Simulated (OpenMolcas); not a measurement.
## Exact exchange and the HOMO–LUMO gap of BBr2Cl (dibromo(chloro)borane)

BBr2Cl has 4 atoms, charge 0, and is taken as a singlet. As SMILES, `ClB(Br)Br`. The coordinates come from a PBE0-D4/def2-TZVP relaxation.

The HOMO–LUMO gap y, in eV, basis 6-31G(d); a is the functional's share of exact exchange. Programs: OpenMolcas 26.06.

| functional | program | a | y (eV) |
| --- | --- | --- | --- |
| TPSS | OpenMolcas | 0 | 4.54 |
| PBE | OpenMolcas | 0 | 4.33 |
| B3LYP | OpenMolcas | 0.2 | 6.07 |
| PBE0 | OpenMolcas | 0.25 | ? |
| BHLYP | OpenMolcas | 0.5 | 8.70 |

**Question.** Fit y = c + s·a to the known rows and predict PBE0.

**Answer.** 
1. Means of the 4 rows: a = 0.1750, y = 5.910.
2. Σ(Δa)² = 0.1675, Σ(Δa·Δy) = 1.427, so the slope is 1.427/0.1675 = 8.5194.
3. Intercept: 5.910 − (8.5194) × 0.1750 = 4.419. The largest residual of the fit is 0.12.
4. PBE0: 4.419 + (8.5194) × 0.25 = 6.55 eV.

The run gave 6.49 eV, so the prediction is off by +0.06 eV, within the scatter of the fit. Exact exchange lowers occupied levels and raises empty ones. The rows mix families of semi-local functionals, which the line can't see.

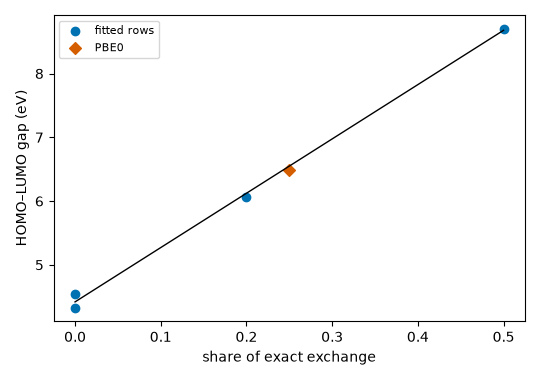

The fitted line, with the withheld row.
